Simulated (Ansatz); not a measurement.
SiN$_{2}$H$_{8}$O: several calculations on one system

**1. Relaxation**

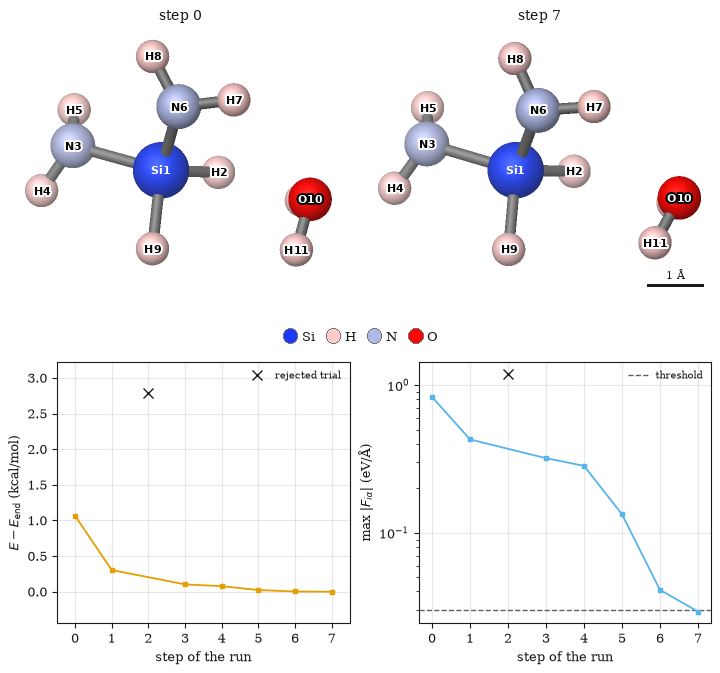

First and last geometry of a relaxation of SiN2H8O, with the history of the run. The picture is a ball-and-stick view, seen at a tilt.

The run prepares an end point of a later path (reaction) calculation, from a guessed geometry.

Computed with RKS revPBE-D4/cc-pVDZ (Ansatz 0.2.0).

The input:
```yaml
crystal:
  periodic: [false, false, false]
  atoms:
    - { symbol: Si, position_ang: [0.147744, 0.077073, -0.180226] }
    - { symbol: H, position_ang: [0.129869, 0.03885, 1.305554] }
    - { symbol: "N", position_ang: [1.805654, 0.220698, -0.804122] }
    - { symbol: H, position_ang: [2.25627, -0.684006, -0.985017] }
    - { symbol: H, position_ang: [2.448517, 0.760944, -0.211947] }
    - { symbol: "N", position_ang: [-0.748489, 1.411877, -0.889712] }
    - { symbol: H, position_ang: [-1.577809, 1.687748, -0.355581] }
    - { symbol: H, position_ang: [-0.178852, 2.226965, -1.139531] }
    - { symbol: H, position_ang: [-0.349175, -1.267743, -0.659937] }
    - { symbol: O, position_ang: [-2.472037, 0.027333, 1.025062] }
    - { symbol: H, position_ang: [-2.639306, -0.866417, 0.66504] }
    - { symbol: H, position_ang: [-1.696584, -0.133521, 1.623916] }
basis:
  gaussian: { orbitals: cc-pVDZ }
hamiltonian:
  xc: revpbe
  dispersion: d4
relax:
  f_tol: 0.03
  max_steps: 50
```

Launched with:
```bash
ansatz run input.yaml --threads 2 --pin off --max-ram 3072MiB --backend cpu --events-out ev --progress --plain --runs-dir out
```

> What do the curves and the structures tell?

It converged. H12 moves most after the best rigid fit: 0.25 Å. By element the largest moves are H 0.25 Å, O 0.20 Å, Si 0.10 Å, N 0.10 Å. Some distances before and after: Si1–H2 1.486 → 1.532 Å, O10–H12 0.993 → 0.980 Å. After 6 accepted moves (7 points after the start) the energy has fallen by 1.07 kcal/mol. Largest force component: 0.83 eV/Å at the start, 0.029 eV/Å at the end. The line search rejected the trial step at point 2 of the run. The run took 5.7 s on 2 threads of AMD EPYC 9R45 96-Core Processor (Zen 5), with other jobs on the host, peak memory 0.16 GiB.

```tsv
step	E − E(0), kcal/mol	largest force component, eV/Å	note
0	0.00	0.8334	
1	-0.76	0.4293	
2	1.71	1.1972	rejected
3	-0.96	0.3202	
4	-0.99	0.2842	
5	-1.04	0.1336	
6	-1.06	0.0410	
7	-1.07	0.0292
```

**2. Relaxation**

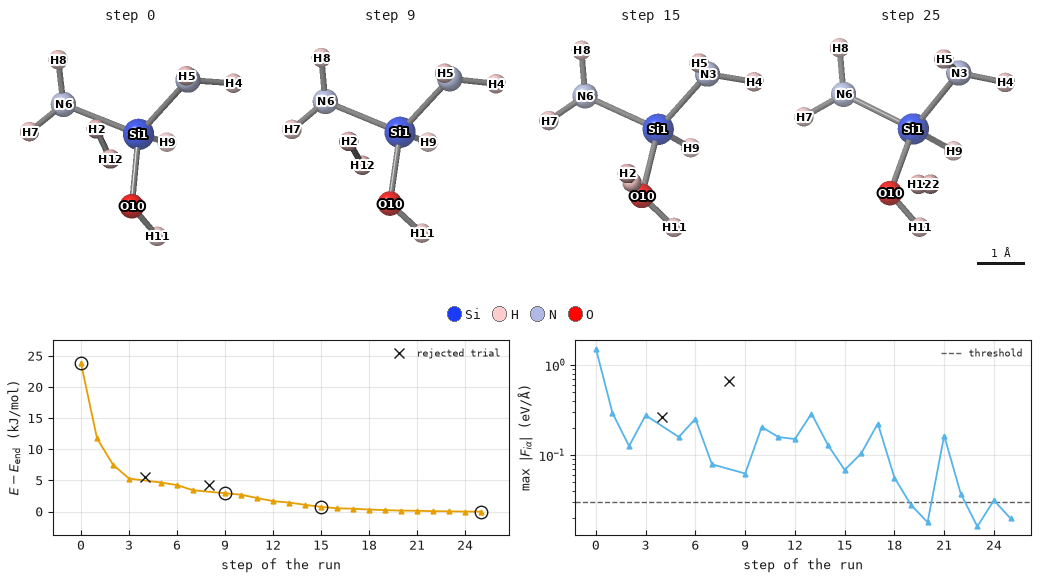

Frames of a relaxation of SiN2H8O, marked on the history of the run. Style: ball-and-stick. Shown at a tilt.

The run prepares an end point of a later path (reaction) calculation, from a guessed geometry.

Method: RKS revPBE-D4/cc-pVDZ in Ansatz 0.2.0. Set-up: no spin polarisation; force threshold 0.03 eV/Å; at most 50 steps.

Describe the path.

Answer. After 23 accepted moves (25 points after the start) the energy has fallen by 23.8 kJ/mol. Largest force component: 1.5 eV/Å at the start, 0.02 eV/Å at the end. The line search rejected the trial steps at points 4, 8 of the run. The forces were under the threshold at step 19, but the run went on from there. H2 moves most after the best rigid fit: 2.13 Å. Largest moves by element: H 2.13 Å, N 0.64 Å, O 0.55 Å, Si 0.24 Å. Among the contacts that change: H2–H12 0.722 → 0.769 Å, Si1–O10 1.698 → 1.722 Å. Among the angles between lasting bonds that change: N6–Si1–O10 105.4° → 103.2°. From step 0 to 9: H2 moves most (0.94 Å), energy −20.8 kJ/mol. From step 9 to 15: H2 moves most (0.86 Å), energy −2.19 kJ/mol. From step 15 to 25: H2 moves most (0.80 Å), energy −0.76 kJ/mol.

Limits of the set-up: the start holds two separate molecules, 2.2 Å apart at their closest, whose relative position is a soft coordinate.

**3. Path**

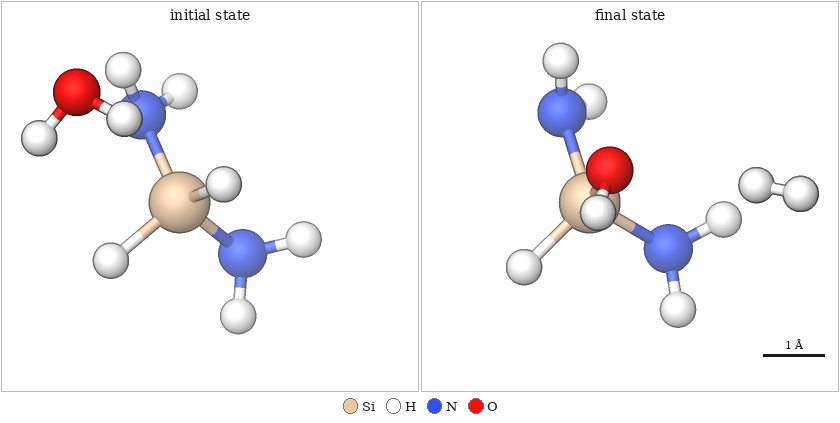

The two relaxed end points of a path for SiN2H8O, made up at the start of SiN$_{2}$H$_{6}$ and H₂O. A ball-and-stick model, seen from a free direction.

The calculation used Ansatz, RKS revPBE-D4/cc-pVDZ.

Set-up: 5 movable images; climbing image; force threshold 0.05 eV/Å; iteration limit 60.

Start:
```xyz
12

Si    0.2470    0.0607   -0.1874
H     0.2563    0.0361    1.3447
N     1.8737    0.2430   -0.8692
H     2.3315   -0.6545   -1.0695
H     2.5225    0.7873   -0.2871
N    -0.7472    1.3417   -0.8664
H    -1.5745    1.5644   -0.2992
H    -0.2295    2.1963   -1.1000
H    -0.2531   -1.2995   -0.6293
O    -2.6548    0.0869    1.0929
H    -2.7146   -0.7247    0.5501
H    -1.9314   -0.1378    1.7140
```

End:
```xyz
12

Si   -0.4487    0.1092   -0.8673
H    -0.0218   -0.3058    3.2897
N     1.2729    0.0913   -0.5231
H     1.7064   -0.8374   -0.4553
H     1.5817    0.6539    0.2791
N    -0.8669    1.6959   -1.4619
H    -1.6498    2.1653   -0.9977
H    -0.0958    2.3501   -1.6170
H    -0.6418   -1.0234   -1.8520
O    -1.5558   -0.1279    0.4302
H    -1.7777   -1.0713    0.5528
H    -0.3768   -0.2002    2.6159
```

**Predict the minimum-energy path and its barrier.**

The energy climbs by 109.3 kJ/mol to image 2 and then falls by 180.3 kJ/mol, so the end point sits at −71.0 kJ/mol. Breaking: O10–H12 (0.98 → 1.28 at the top → 2.48 Å), Si1–H2 (1.53 → 1.89 at the top → 4.20 Å). Forming: H2–H12 (2.23 → 1.02 at the top → 0.77 Å), Si1–O10 (3.17 → 2.01 at the top → 1.72 Å). The band converged in 18 iterations. The largest component of the band force went from 6.7 to 0.034 eV/Å. The climbing image converged on the top of the path. Its vibrational analysis gives one imaginary mode (1117i cm⁻¹), as a transition state must have.

Energies of the converged images:

```json
{"image": "0", "path (Å)": "0.00", "E (kJ/mol)": "0.0"}
{"image": "1", "path (Å)": "1.01", "E (kJ/mol)": "11.5"}
{"image": "2", "path (Å)": "2.03", "E (kJ/mol)": "109.3"}
{"image": "3", "path (Å)": "2.81", "E (kJ/mol)": "16.9"}
{"image": "4", "path (Å)": "3.59", "E (kJ/mol)": "-43.9"}
{"image": "5", "path (Å)": "4.37", "E (kJ/mol)": "-67.9"}
{"image": "6", "path (Å)": "5.15", "E (kJ/mol)": "-71.0"}
```

The geometry at the top of the path:

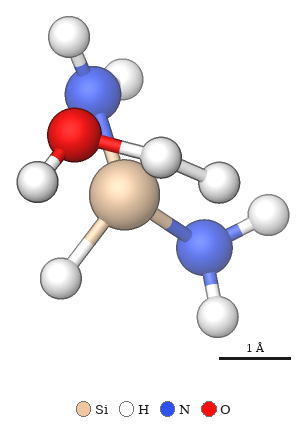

Limits of the set-up: the start holds two separate molecules, 2.2 Å apart at their closest, whose relative position is a soft coordinate.

The run took 55 s on 2 threads of AMD EPYC 9R45 96-Core Processor (Zen 5) (shared host), peak memory 0.16 GiB.
